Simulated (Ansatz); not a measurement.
**CH7InN2: density, localisation and related maps**

```
atom    x (Å)    y (Å)    z (Å)
   N  -0.5622   0.9115  -0.3220
   C  -0.7125  -0.0251   0.8455
   N   0.4555  -0.8371   0.9507
  In   1.0568  -0.7273  -1.0798
   H  -0.0977   1.7693  -0.0424
   H  -1.4478   1.1640  -0.7501
   H  -1.5888  -0.6383   0.6001
   H  -0.9428   0.5273   1.7643
   H   1.1199  -0.4256   1.5941
   H   2.5830   0.0025  -1.4169
   H   0.1365  -1.7212  -2.1436
```

Geometry: PBE0-D4/def2-TZVP; core potentials replace the inner electrons of In.

All numbers below come from Ansatz 0.2.0, RKS PBE0-D4/def2-TZVPP.

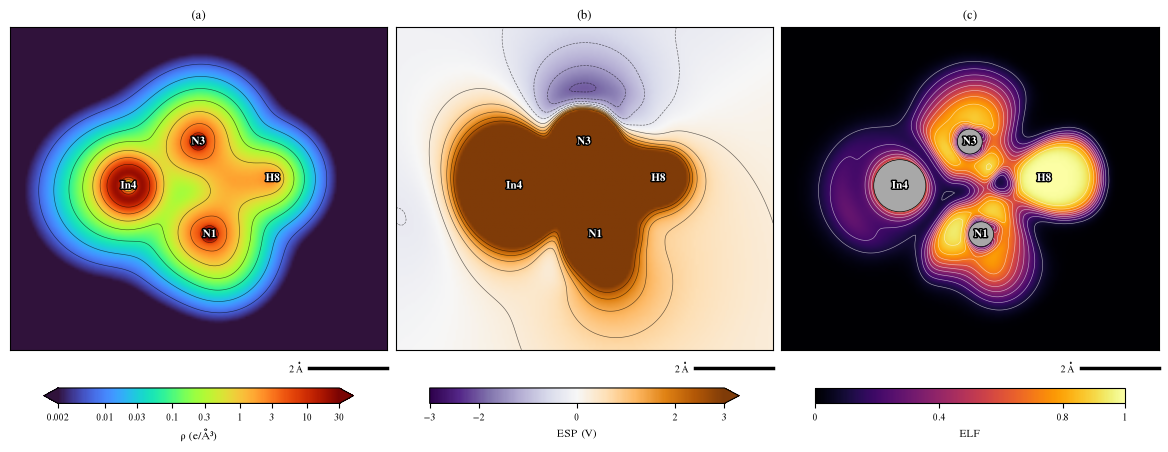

Figure 1. (a) electron density; (b) molecular electrostatic potential; (c) ELF on the plane of atoms N1, In4 and N3. Grey discs cover the atomic cores in the ELF map.

Q: Describe what can be read from this map.

A:
- The section cuts through N, In and H sites.
- In–N (2.12 Å): the density is about 0.65 e/Å³ at the midpoint; the ELF peaks at about 0.85 in the valence shell of N, 0.7 Å from its nucleus, and drops to about 0.15 between the two atoms.
- In–N (2.43 Å): ρ is about 0.32 e/Å³ halfway; the ELF peaks at about 0.90 in the valence shell of N, 0.6 Å from its nucleus, and drops to about 0.10 between the two atoms.
- Outside the dense part of the molecule the potential is most negative (−2.0 V) near N3.

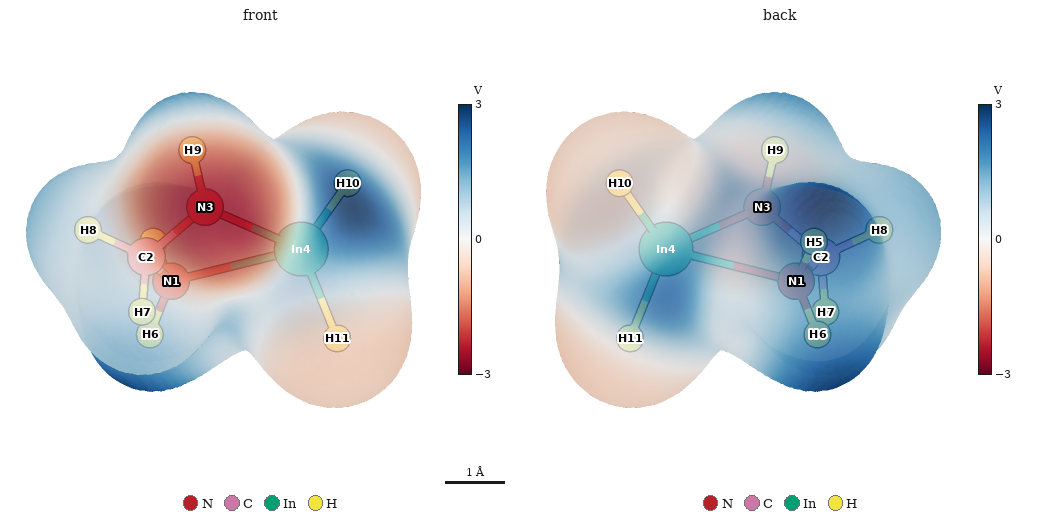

Figure 2. The electrostatic potential painted on the density surface at 0.004 e/bohr³, seen from the front and from behind; the colour scale runs from red (negative) to blue (positive).

Q: Describe the electrostatic potential map.

A: The most negative region (about −2.4 V) lies over N3, the most positive (about +2.8 V) over In4, H5 and H6. N3 is the likeliest acceptor of a hydrogen bond.

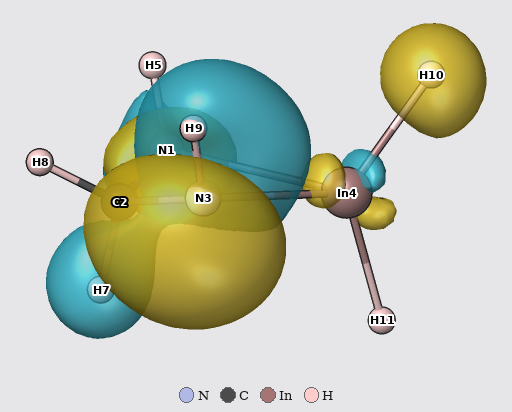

Figure 3. One frontier orbital at ±0.1 Å⁻³ᐟ² (yellow and cyan are the two phases), seen from one side.

Q: Which orbital is it: HOMO or LUMO?

A: The HOMO, at −6.21 eV. By Hirshfeld shares it lies mainly on N3 (about 65 %), In4 (about 10 %), C2 (about 5 %) and N1 (about 5 %).
